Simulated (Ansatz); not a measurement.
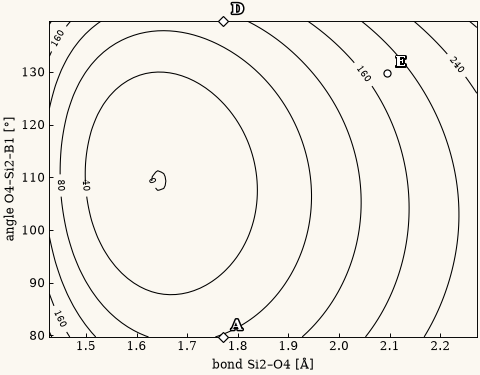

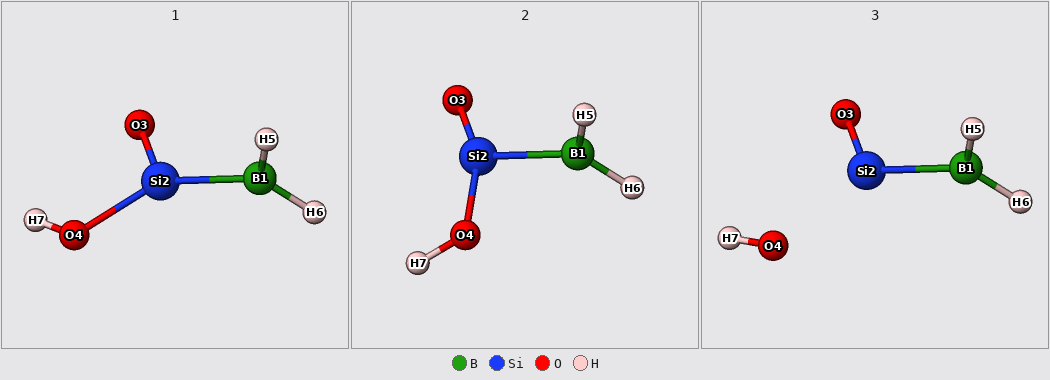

BH3O2Si, SMILES B[Si](=O)O. 
- Two internal coordinates are moved rigidly from the geometry relaxed at PBE0-D4/def2-TZVP, all others fixed.
- Coordinates scanned: (1) bond Si2–O4; (2) angle O4–Si2–B1.
- Grid: 7 × 7 points.
- Points are written as (first, second).
- Energies: kJ/mol, counted from the lowest grid point.
- The calculation used RKS PBE-D4/def2-TZVPP in Ansatz.

Drawn: contour lines labelled in kJ/mol, lettered points. Between grid points the surface is interpolated. The numbered pictures are the structures at these points, in random order.

> Which structure belongs to which point?

A is structure 2: (1.771 Å, 79.7°), 82 kJ/mol; D is structure 1: (1.771 Å, 139.7°), 108 kJ/mol; E is structure 3: (2.094 Å, 129.7°), 179 kJ/mol.
